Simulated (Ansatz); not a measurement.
**C3H12BNSi: geometry relaxation (part 2 of 2)**

Continued. System: C3H12BNSi. Method: UKS B3LYP/STO-3G (Ansatz 0.2.0). It belongs to a series of runs on one base structure; here: start relaxed.

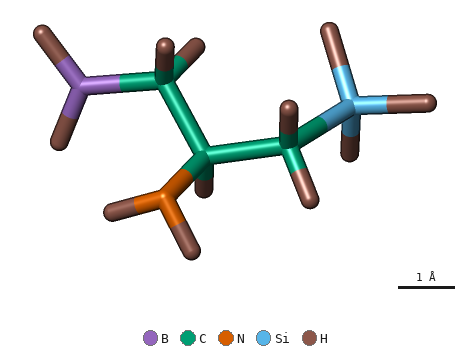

*The geometry at step 15 of the log (stick view, seen at a tilt).*

Trajectory as extended XYZ, continued:
```
18
Properties=species:S:1:pos:R:3:forces:R:3 step=9 energy=-13192.31153 accepted=F
B     1.5810   -1.6588   -1.2495   -0.6192  -0.8519  -0.5498
C     1.0612   -0.6533   -0.1926    0.6666  -0.3499   0.3086
C    -0.1309    0.2859   -0.5369    0.5728   0.0368  -0.1214
N     0.4849    1.2431   -1.5580   -0.4073   0.2819  -0.3190
C    -0.6120    1.1120    0.7051   -0.1647  -0.1451   0.2345
Si   -1.5573    0.1095    1.9952   -0.0563   0.1083   0.1892
H     0.8641   -2.0683   -2.0876    0.0746   0.1461  -0.1761
H     2.6242   -2.1841   -1.1489    0.1770   0.2119   0.0828
H     0.8120   -1.3399    0.6396   -0.1141   0.0500   0.3527
H     1.9298   -0.0670    0.1420   -0.1927   0.3418   0.3962
H    -0.9719   -0.3223   -0.9507    0.0379   0.1462   0.0161
H     0.7243    0.6364   -2.4057   -0.1264   0.0211   0.2348
H    -0.3456    1.7954   -1.9231    0.0025   0.1642  -0.1042
H     0.2596    1.5984    1.1751   -0.0593  -0.0522  -0.1510
H    -1.2956    1.9199    0.3948    0.1553  -0.0106  -0.2784
H    -2.0376    1.0252    3.0048   -0.0641  -0.0241  -0.0254
H    -0.7386   -0.8710    2.6669    0.0612  -0.0679  -0.1099
H    -2.6888   -0.5498    1.3814    0.0560  -0.0066   0.0204
18
Properties=species:S:1:pos:R:3:forces:R:3 step=10 energy=-13192.43306
B     1.5606   -1.6980   -1.2484    0.0500   0.0922  -0.0112
C     1.1053   -0.6933   -0.1299   -0.0114   0.0618  -0.0549
C    -0.0682    0.2771   -0.5222   -0.0585  -0.0138   0.0582
N     0.4617    1.2584   -1.5731    0.0772  -0.1171   0.0168
C    -0.5929    1.1119    0.6960   -0.0065  -0.0084   0.0248
Si   -1.5590    0.1244    1.9811    0.0094   0.0046  -0.0072
H     0.8005   -2.0589   -2.0707    0.0308  -0.0135   0.0041
H     2.6562   -2.1269   -1.2589   -0.0649  -0.0311   0.0141
H     0.7622   -1.3341    0.7110    0.0016   0.0039  -0.0044
H     1.9435   -0.0977    0.2698   -0.0003  -0.0359  -0.0124
H    -0.9051   -0.3385   -0.9290    0.0074   0.0225   0.0189
H     0.6373    0.6462   -2.4263    0.0043   0.0511  -0.0407
H    -0.3951    1.8106   -1.8761   -0.0092  -0.0237  -0.0004
H     0.2645    1.6188    1.1656   -0.0197  -0.0103  -0.0199
H    -1.2469    1.9068    0.3033   -0.0117   0.0174   0.0016
H    -2.0673    1.0182    2.9953   -0.0027  -0.0026   0.0019
H    -0.7233   -0.8677    2.6164   -0.0023   0.0022  -0.0016
H    -2.6713   -0.5460    1.3479    0.0065   0.0006   0.0124
18
Properties=species:S:1:pos:R:3:forces:R:3 step=11 energy=-13192.43031 accepted=F
B     1.5725   -1.6765   -1.2668    0.0960  -0.4006   0.2949
C     1.1026   -0.6865   -0.1414   -0.0189   0.0897  -0.0526
C    -0.0748    0.2797   -0.5222    0.0059  -0.0259  -0.0237
N     0.4586    1.2564   -1.5750   -0.0237   0.0349   0.0241
C    -0.5992    1.1133    0.6968    0.0219   0.0212  -0.0070
Si   -1.5545    0.1252    1.9895    0.0037  -0.0161  -0.0199
H     0.8333   -2.0214   -2.1156    0.0857   0.1207  -0.0715
H     2.6342   -2.1963   -1.1918   -0.2108   0.2051  -0.1082
H     0.7649   -1.3394    0.6932    0.0321  -0.0287  -0.0438
H     1.9386   -0.0949    0.2691   -0.0050  -0.0007  -0.0117
H    -0.9134   -0.3336   -0.9276    0.0085  -0.0057   0.0075
H     0.6400    0.6493   -2.4302   -0.0073  -0.0166  -0.0041
H    -0.3996    1.8050   -1.8816    0.0194   0.0025  -0.0059
H     0.2592    1.6233    1.1599   -0.0089   0.0050   0.0055
H    -1.2566    1.9066    0.3054   -0.0103  -0.0004   0.0069
H    -2.0655    1.0181    3.0032    0.0070   0.0016   0.0026
H    -0.7118   -0.8625    2.6226    0.0035   0.0111   0.0032
H    -2.6656   -0.5543    1.3644    0.0014   0.0030   0.0037
18
Properties=species:S:1:pos:R:3:forces:R:3 step=12 energy=-13192.43652
B     1.5617   -1.6951   -1.2505    0.0457   0.0653  -0.0171
C     1.1015   -0.6916   -0.1342   -0.0253   0.0152  -0.0113
C    -0.0725    0.2771   -0.5227   -0.0243  -0.0089   0.0254
N     0.4621    1.2564   -1.5727    0.0397  -0.0661   0.0047
C    -0.5979    1.1122    0.6950    0.0015   0.0047   0.0106
Si   -1.5554    0.1245    1.9861    0.0032   0.0015  -0.0080
H     0.8206   -2.0261   -2.1018    0.0220  -0.0103  -0.0015
H     2.6421   -2.1597   -1.2274   -0.0506  -0.0186   0.0123
H     0.7631   -1.3361    0.7060    0.0023   0.0066   0.0003
H     1.9403   -0.0980    0.2675    0.0034  -0.0211  -0.0125
H    -0.9099   -0.3371   -0.9299    0.0047   0.0138   0.0119
H     0.6431    0.6461   -2.4262   -0.0014   0.0305  -0.0155
H    -0.3937    1.8075   -1.8806   -0.0043  -0.0123  -0.0006
H     0.2590    1.6231    1.1607   -0.0112  -0.0052  -0.0124
H    -1.2554    1.9046    0.3024   -0.0083   0.0043   0.0048
H    -2.0646    1.0187    2.9995   -0.0019  -0.0003   0.0010
H    -0.7143   -0.8625    2.6220    0.0013   0.0021  -0.0025
H    -2.6669   -0.5525    1.3586    0.0034  -0.0011   0.0105
18
Properties=species:S:1:pos:R:3:forces:R:3 step=13 energy=-13192.43898
B     1.5643   -1.6893   -1.2540    0.0250  -0.0343  -0.0128
C     1.0967   -0.6914   -0.1371   -0.0205  -0.0120   0.0163
C    -0.0767    0.2767   -0.5227   -0.0021   0.0063  -0.0038
N     0.4628    1.2530   -1.5726   -0.0006  -0.0013   0.0088
C    -0.6022    1.1134    0.6938   -0.0011   0.0084  -0.0027
Si   -1.5517    0.1249    1.9899    0.0017   0.0002   0.0015
H     0.8436   -1.9951   -2.1329    0.0375   0.0199   0.0070
H     2.6271   -2.1912   -1.1956   -0.0494   0.0166  -0.0020
H     0.7630   -1.3403    0.7019    0.0014   0.0101  -0.0061
H     1.9362   -0.1002    0.2664    0.0058  -0.0016  -0.0051
H    -0.9152   -0.3355   -0.9295   -0.0012   0.0017   0.0006
H     0.6443    0.6452   -2.4270    0.0022  -0.0080  -0.0122
H    -0.3909    1.8062   -1.8824    0.0002  -0.0013   0.0034
H     0.2540    1.6288    1.1551   -0.0029  -0.0003  -0.0017
H    -1.2642    1.9025    0.3012   -0.0009  -0.0059   0.0032
H    -2.0616    1.0194    3.0028    0.0004   0.0002   0.0018
H    -0.7042   -0.8570    2.6251    0.0024   0.0023   0.0003
H    -2.6627   -0.5589    1.3694    0.0023  -0.0009   0.0035
18
Properties=species:S:1:pos:R:3:forces:R:3 step=14 energy=-13192.44038
B     1.5661   -1.6852   -1.2559    0.0510  -0.0849  -0.1044
C     1.0880   -0.6931   -0.1395   -0.0275  -0.0639   0.0570
C    -0.0829    0.2761   -0.5235    0.0168   0.0123  -0.0258
N     0.4629    1.2488   -1.5729   -0.0256   0.0293  -0.0252
C    -0.6071    1.1146    0.6923   -0.0039   0.0059  -0.0029
Si   -1.5459    0.1260    1.9962   -0.0003  -0.0015   0.0046
H     0.8773   -1.9479   -2.1771    0.0849   0.0280   0.0827
H     2.6098   -2.2253   -1.1585   -0.1150   0.0499  -0.0140
H     0.7573   -1.3460    0.6975   -0.0006   0.0222   0.0013
H     1.9285   -0.1051    0.2668    0.0092   0.0123   0.0026
H    -0.9232   -0.3333   -0.9304   -0.0031  -0.0037  -0.0040
H     0.6505    0.6397   -2.4259   -0.0091  -0.0029   0.0235
H    -0.3891    1.8010   -1.8897    0.0102   0.0008   0.0046
H     0.2487    1.6351    1.1481    0.0013   0.0021   0.0006
H    -1.2750    1.8996    0.3010    0.0054  -0.0093  -0.0027
H    -2.0561    1.0213    3.0081    0.0008   0.0014   0.0005
H    -0.6909   -0.8492    2.6317    0.0028   0.0028  -0.0001
H    -2.6563   -0.5659    1.3837    0.0027  -0.0007   0.0018
18
Properties=species:S:1:pos:R:3:forces:R:3 step=15 energy=-13192.43546 accepted=F
B     1.5775   -1.6776   -1.2593   -0.0430   0.0018   0.2194
C     1.0675   -0.7168   -0.1233    0.0343   0.2483  -0.2546
C    -0.0823    0.2747   -0.5327   -0.1747  -0.0376   0.2166
N     0.4572    1.2511   -1.5823    0.2002  -0.2082   0.1297
C    -0.6065    1.1145    0.6824   -0.0183  -0.0118   0.0059
Si   -1.5283    0.1286    2.0014    0.0027   0.0111  -0.0297
H     0.9461   -1.8747   -2.2279   -0.0390   0.0171  -0.0907
H     2.5862   -2.2582   -1.1201    0.0944  -0.0408  -0.0114
H     0.7129   -1.3610    0.7077   -0.0059  -0.0263  -0.0455
H     1.9022   -0.1302    0.3015    0.0198  -0.0582  -0.0042
H    -0.9256   -0.3294   -0.9433   -0.0008   0.0225   0.0179
H     0.6174    0.6283   -2.4268    0.0594   0.0470  -0.1874
H    -0.3905    1.8132   -1.8857   -0.0887  -0.0028  -0.0017
H     0.2473    1.6465    1.1295   -0.0083  -0.0030  -0.0122
H    -1.2823    1.8878    0.2849   -0.0288   0.0412   0.0274
H    -2.0399    1.0266    3.0105    0.0048  -0.0025  -0.0014
H    -0.6598   -0.8354    2.6356   -0.0063   0.0067   0.0131
H    -2.6362   -0.5767    1.3998   -0.0019  -0.0045   0.0087
18
Properties=species:S:1:pos:R:3:forces:R:3 step=16 energy=-13192.44230
B     1.5722   -1.6837   -1.2578    0.0135  -0.0205  -0.0256
C     1.0781   -0.7026   -0.1378   -0.0124  -0.0011   0.0187
C    -0.0867    0.2737   -0.5269    0.0086   0.0055   0.0010
N     0.4632    1.2458   -1.5746    0.0023   0.0022  -0.0110
C    -0.6099    1.1145    0.6885    0.0114  -0.0049  -0.0097
Si   -1.5394    0.1283    2.0008   -0.0027  -0.0016   0.0015
H     0.9133   -1.9147   -2.2047    0.0205   0.0046   0.0055
H     2.5998   -2.2429   -1.1373   -0.0291   0.0102  -0.0031
H     0.7398   -1.3550    0.6952    0.0016   0.0018   0.0066
H     1.9176   -0.1172    0.2766   -0.0026   0.0010   0.0040
H    -0.9290   -0.3320   -0.9356   -0.0027   0.0009   0.0007
H     0.6390    0.6379   -2.4306   -0.0040   0.0044   0.0128
H    -0.3843    1.8087   -1.8834   -0.0025  -0.0008  -0.0015
H     0.2459    1.6397    1.1393   -0.0017  -0.0022  -0.0032
H    -1.2813    1.8955    0.2963   -0.0044  -0.0010  -0.0019
H    -2.0522    1.0268    3.0086    0.0006   0.0016   0.0000
H    -0.6762   -0.8373    2.6397    0.0010   0.0011   0.0026
H    -2.6472   -0.5742    1.3958    0.0027  -0.0012   0.0026
18
Properties=species:S:1:pos:R:3:forces:R:3 step=17 energy=-13192.44252
B     1.5717   -1.6815   -1.2627    0.0353   0.0068   0.0476
C     1.0672   -0.7103   -0.1345    0.0252   0.0020  -0.0660
C    -0.0879    0.2741   -0.5300   -0.0602  -0.0373   0.0297
N     0.4643    1.2493   -1.5739    0.0048  -0.0236   0.0224
C    -0.6119    1.1129    0.6840   -0.0357   0.0158   0.0186
Si   -1.5314    0.1289    2.0056    0.0083   0.0095   0.0153
H     0.9446   -1.8814   -2.2376   -0.0068   0.0238   0.0185
H     2.5833   -2.2634   -1.1210   -0.0091  -0.0002   0.0010
H     0.7242   -1.3634    0.6961   -0.0157   0.0085  -0.0300
H     1.9046   -0.1277    0.2895    0.0176  -0.0191  -0.0199
H    -0.9321   -0.3275   -0.9411    0.0028   0.0068  -0.0100
H     0.6452    0.6403   -2.4269    0.0127  -0.0053  -0.0371
H    -0.3856    1.8068   -1.8872    0.0116  -0.0047   0.0048
H     0.2425    1.6450    1.1286    0.0020   0.0118   0.0099
H    -1.2908    1.8875    0.2912    0.0087   0.0021   0.0106
H    -2.0487    1.0342    3.0052   -0.0058  -0.0025  -0.0047
H    -0.6621   -0.8235    2.6562    0.0059   0.0042  -0.0070
H    -2.6344   -0.5891    1.4103   -0.0015   0.0012  -0.0038
18
Properties=species:S:1:pos:R:3:forces:R:3 step=18 energy=-13192.44332
B     1.5793   -1.6762   -1.2661   -0.0445  -0.0456   0.0325
C     1.0615   -0.7151   -0.1369    0.0098   0.0273  -0.0361
C    -0.0930    0.2714   -0.5309   -0.0069  -0.0072   0.0153
N     0.4653    1.2438   -1.5741    0.0070  -0.0118   0.0057
C    -0.6154    1.1135    0.6831   -0.0075   0.0019   0.0063
Si   -1.5277    0.1319    2.0112    0.0025  -0.0036  -0.0069
H     0.9684   -1.8543   -2.2562    0.0305   0.0240   0.0184
H     2.5750   -2.2797   -1.1045    0.0031   0.0160  -0.0159
H     0.7131   -1.3725    0.6872    0.0031  -0.0082  -0.0107
H     1.8983   -0.1364    0.2942   -0.0034  -0.0053  -0.0027
H    -0.9382   -0.3273   -0.9443    0.0009   0.0030   0.0051
H     0.6401    0.6355   -2.4294    0.0039   0.0054  -0.0121
H    -0.3792    1.8103   -1.8846    0.0008  -0.0018  -0.0013
H     0.2391    1.6488    1.1244    0.0005   0.0004  -0.0029
H    -1.2963    1.8861    0.2904   -0.0001   0.0031   0.0015
H    -2.0512    1.0383    3.0065    0.0007  -0.0017  -0.0014
H    -0.6496   -0.8117    2.6628   -0.0027   0.0051   0.0015
H    -2.6267   -0.5953    1.4192    0.0021  -0.0009   0.0037
18
Properties=species:S:1:pos:R:3:forces:R:3 step=19 energy=-13192.43951 accepted=F
B     1.5789   -1.6828   -1.2627    0.0530   0.2198  -0.2554
C     1.0492   -0.7273   -0.1372   -0.0996  -0.0566   0.0715
C    -0.1013    0.2652   -0.5312    0.0618   0.0410  -0.0110
N     0.4678    1.2306   -1.5750    0.0169  -0.0053  -0.0173
C    -0.6199    1.1148    0.6821    0.0417  -0.0250  -0.0166
Si   -1.5226    0.1381    2.0199   -0.0067  -0.0175  -0.0321
H     1.0122   -1.7962   -2.2915    0.0380  -0.0921   0.1360
H     2.5734   -2.2862   -1.0937   -0.0591  -0.0742   0.0237
H     0.6910   -1.3867    0.6799    0.0202  -0.0009   0.0515
H     1.8881   -0.1559    0.3005   -0.0199   0.0000   0.0073
H    -0.9496   -0.3279   -0.9467   -0.0044  -0.0016   0.0251
H     0.6314    0.6216   -2.4326   -0.0047   0.0267   0.0250
H    -0.3669    1.8127   -1.8819   -0.0187  -0.0026  -0.0049
H     0.2358    1.6538    1.1177   -0.0042  -0.0189  -0.0208
H    -1.3018    1.8853    0.2883   -0.0165   0.0050  -0.0112
H    -2.0566    1.0472    3.0071    0.0095  -0.0005   0.0032
H    -0.6316   -0.7907    2.6755   -0.0168   0.0060   0.0127
H    -2.6147   -0.6042    1.4331    0.0096  -0.0032   0.0133
18
Properties=species:S:1:pos:R:3:forces:R:3 step=20 energy=-13192.44355
B     1.5765   -1.6735   -1.2697    0.0334   0.0053   0.0420
C     1.0573   -0.7197   -0.1359    0.0036   0.0066  -0.0192
C    -0.0936    0.2709   -0.5287   -0.0015  -0.0183  -0.0093
N     0.4705    1.2387   -1.5729   -0.0257   0.0406   0.0104
C    -0.6166    1.1156    0.6831   -0.0011  -0.0049   0.0042
Si   -1.5251    0.1342    2.0139    0.0003   0.0031   0.0029
H     0.9710   -1.8386   -2.2629   -0.0118  -0.0086  -0.0299
H     2.5745   -2.2748   -1.1128   -0.0132   0.0026  -0.0080
H     0.7041   -1.3860    0.6786   -0.0074  -0.0004   0.0190
H     1.8937   -0.1473    0.3040   -0.0065  -0.0054  -0.0003
H    -0.9400   -0.3255   -0.9428   -0.0048   0.0022   0.0036
H     0.6424    0.6293   -2.4271    0.0135  -0.0184  -0.0265
H    -0.3711    1.8090   -1.8859    0.0151  -0.0060   0.0132
H     0.2367    1.6548    1.1218    0.0033  -0.0018   0.0007
H    -1.3000    1.8849    0.2887   -0.0014   0.0039  -0.0018
H    -2.0622    1.0428    2.9999   -0.0001  -0.0011  -0.0013
H    -0.6410   -0.7952    2.6774    0.0020   0.0013   0.0002
H    -2.6143   -0.6084    1.4231    0.0024  -0.0005   0.0000
18
Properties=species:S:1:pos:R:3:forces:R:3 step=21 energy=-13192.44378
B     1.5758   -1.6771   -1.2687   -0.0089   0.0109   0.0054
C     1.0534   -0.7209   -0.1381    0.0079  -0.0098  -0.0049
C    -0.0956    0.2713   -0.5315   -0.0058  -0.0019  -0.0069
N     0.4698    1.2426   -1.5720   -0.0027   0.0023   0.0071
C    -0.6164    1.1144    0.6828   -0.0011   0.0021  -0.0020
Si   -1.5227    0.1335    2.0155    0.0005   0.0000  -0.0049
H     0.9778   -1.8382   -2.2682    0.0009  -0.0006  -0.0022
H     2.5690   -2.2837   -1.1058    0.0017  -0.0031   0.0019
H     0.6989   -1.3833    0.6793    0.0016   0.0000   0.0015
H     1.8903   -0.1486    0.3009   -0.0017  -0.0002   0.0018
H    -0.9435   -0.3224   -0.9466    0.0031   0.0020   0.0012
H     0.6455    0.6365   -2.4286   -0.0008  -0.0035  -0.0015
H    -0.3715    1.8131   -1.8839    0.0016   0.0015  -0.0011
H     0.2389    1.6517    1.1202   -0.0006   0.0014   0.0016
H    -1.2991    1.8856    0.2903    0.0000  -0.0004   0.0017
H    -2.0704    1.0429    2.9949    0.0014   0.0001  -0.0013
H    -0.6334   -0.7853    2.6866    0.0004  -0.0002   0.0016
H    -2.6041   -0.6206    1.4248    0.0024  -0.0008   0.0010
```

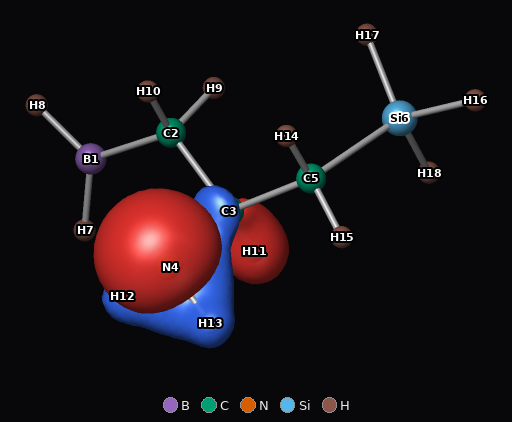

*The HOMO (β) at ±0.15 Å⁻³ᐟ² (red and blue are the two phases), seen at an oblique angle.*

Its energy is −3.88 eV.

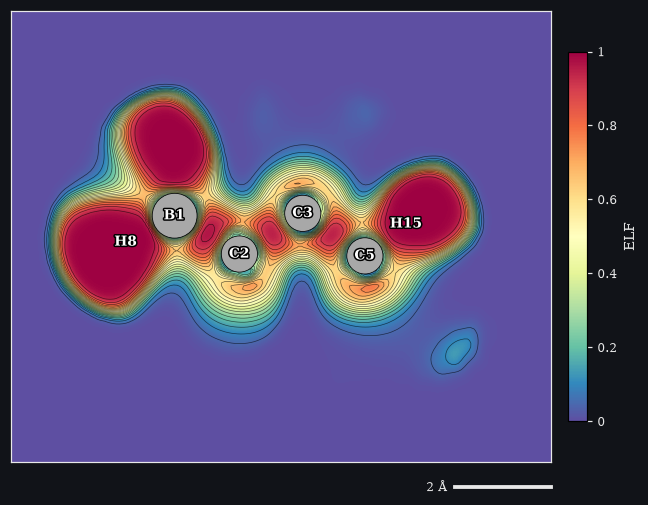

*Electron localisation function on the plane of atoms C2, C3 and C5. Grey discs, where drawn, cover atomic cores.*

Atoms in the plane: B, C and H. C–C (1.57 Å): the ELF peaks at about 0.95 between the atoms (a shared electron pair). C–H (1.10 Å): the ELF climbs to about 1 towards the hydrogen, as it does in any bond to H (a covalent bond by its length).

The run was set up as follows.

Input file:
```yaml
crystal:
  periodic: [false, false, false]
  atoms:
    - { symbol: B, position_ang: [1.512, -1.7726, -1.2211] }
    - { symbol: C, position_ang: [1.1101, -0.6681, -0.0954] }
    - { symbol: C, position_ang: [-0.0651, 0.2891, -0.5197] }
    - { symbol: "N", position_ang: [0.5089, 1.2222, -1.5494] }
    - { symbol: C, position_ang: [-0.5267, 1.0947, 0.6906] }
    - { symbol: Si, position_ang: [-1.5923, 0.1071, 1.8841] }
    - { symbol: H, position_ang: [0.6659, -2.4836, -1.6048] }
    - { symbol: H, position_ang: [2.5842, -1.7385, -1.7124] }
    - { symbol: H, position_ang: [0.8381, -1.2297, 0.8491] }
    - { symbol: H, position_ang: [2.0287, -0.0769, 0.1682] }
    - { symbol: H, position_ang: [-0.8973, -0.3047, -0.8874] }
    - { symbol: H, position_ang: [0.7018, 0.6709, -2.3837] }
    - { symbol: H, position_ang: [-0.4143, 1.8472, -1.8502] }
    - { symbol: H, position_ang: [0.3039, 1.5446, 1.2844] }
    - { symbol: H, position_ang: [-1.1669, 1.928, 0.366] }
    - { symbol: H, position_ang: [-2.1519, 1.0183, 2.9254] }
    - { symbol: H, position_ang: [-0.7781, -0.9122, 2.5567] }
    - { symbol: H, position_ang: [-2.6982, -0.5245, 1.1514] }
magnetization:
  spin_polarized: true
basis:
  gaussian: { orbitals: STO-3G }
hamiltonian:
  xc: b3lyp
relax:
  f_tol: 0.02
  max_steps: 40
output:
  orbitals: {}
```

Command:
```bash
ansatz run input.yaml --threads 1 --pin off --max-ram 2048MiB --backend cpu --events-out ev --progress --plain --runs-dir out
```

Results in brief:

```tsv
quantity	value
outcome	converged
total energy	−13192.4440 eV
mean-field energy	−13192.4440 eV
largest force (length of the vector) at the end	0.015 eV/Å
hardware	1 thread of Arm Neoverse V1, 24 GiB of memory available, shared host
wall time	2.5 min
peak memory	0.19 GiB
```
